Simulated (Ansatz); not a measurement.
**BFH₅NOSi (SMILES NB(F)O[SiH3]): density, localisation and related maps**

The calculation's input:

```
crystal:
  periodic: [false, false, false]
  atoms:
    - {symbol: N, position_ang: [-1.022917, 0.822602, 1.118534]}
    - {symbol: B, position_ang: [-0.481172, 1.141424, -0.134307]}
    - {symbol: F, position_ang: [-0.768919, 2.332439, -0.671128]}
    - {symbol: O, position_ang: [0.327486, 0.315975, -0.854265]}
    - {symbol: Si, position_ang: [0.977180, -1.179594, -0.699780]}
    - {symbol: H, position_ang: [-0.856785, -0.047615, 1.589393]}
    - {symbol: H, position_ang: [-1.615706, 1.462670, 1.614932]}
    - {symbol: H, position_ang: [0.506812, -2.029593, -1.819338]}
    - {symbol: H, position_ang: [0.562026, -1.798640, 0.591046]}
    - {symbol: H, position_ang: [2.455093, -1.070768, -0.732288]}
basis:
  gaussian: {orbitals: def2-TZVPP}
hamiltonian: {xc: pbe0, dispersion: d4}
output: {orbitals: {seedname: orbitals}}
```

Command:

```sh
ansatz run in.yaml --threads 4 --pin off --events-out ev --progress --plain --max-ram 10444MiB
```

Geometry: PBE0-D4/def2-TZVP.

Method: RKS PBE0-D4/def2-TZVPP (Ansatz 0.2.0).

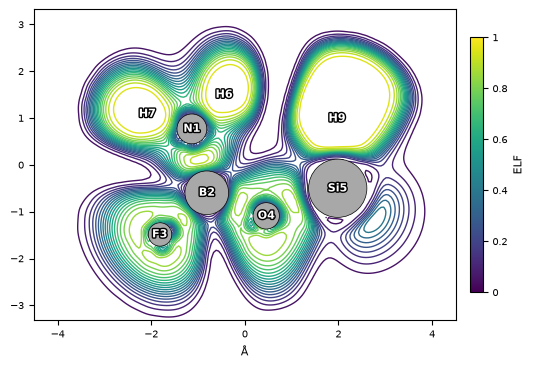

Figure 1. ELF on the plane of atoms N1, B2 and F3. Grey discs cover the atomic cores.

Q: What do the fields say about this system?

A: The section cuts through N, B, F, O, Si and H sites. B–F (1.34 Å): the ELF peaks at about 0.85 between the atoms: a polar covalent bond. B–O (1.36 Å): the ELF peaks at about 0.85 between the atoms (a short, strongly polar bond). B–N (1.40 Å): the ELF peaks at about 0.95 between the atoms, as expected for a short, strongly polar bond. Si–O (1.64 Å): the ELF peaks at about 0.85 between the atoms (a polar covalent bond). N–H (1.00 Å): the ELF climbs to about 1 towards the hydrogen, as it does in any bond to H: an ordinary covalent bond to hydrogen. The ELF also peaks beside F3 and O4, away from the bonds: lone-pair regions.

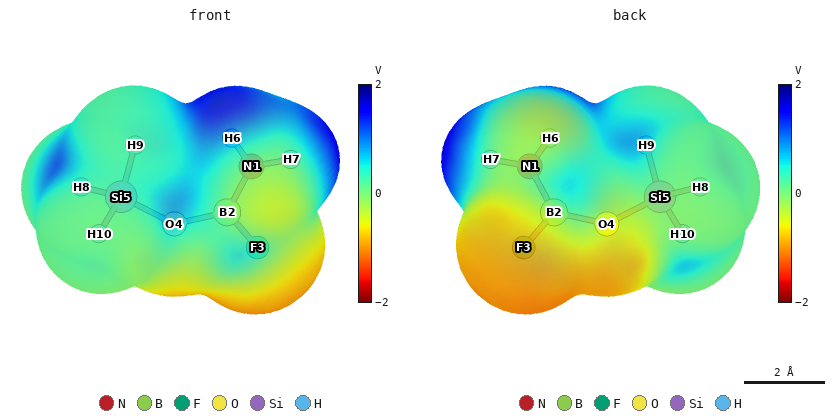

Figure 2. The molecular electrostatic potential painted on the density surface at 0.001 e/bohr³, seen from the front and from behind; red is negative and blue positive.

Q: Which sites attract a positive test charge, and which a negative one?

A: A positive charge is drawn to the negative regions and a negative charge to the positive ones. The most negative region (about −1.1 V, or −25 kcal/mol for a unit charge) lies over F3, the most positive (about +1.6 V, or +37 kcal/mol for a unit charge) over H6 and H7.

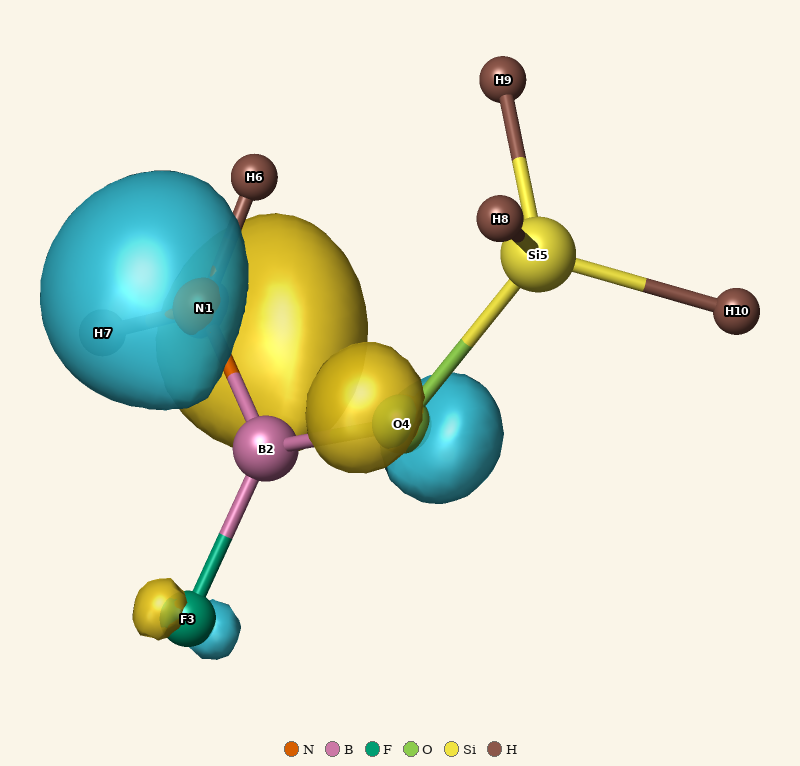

Figure 3. The HOMO at ±0.2 Å⁻³ᐟ² (yellow and cyan are the two phases), seen at an oblique angle.

Q: Where does this orbital lie, and at what energy?

A: Its weight (Hirshfeld) is mainly on N1 (about 60 %), O4 (about 10 %) and B2 (about 10 %). Its energy is −8.18 eV.
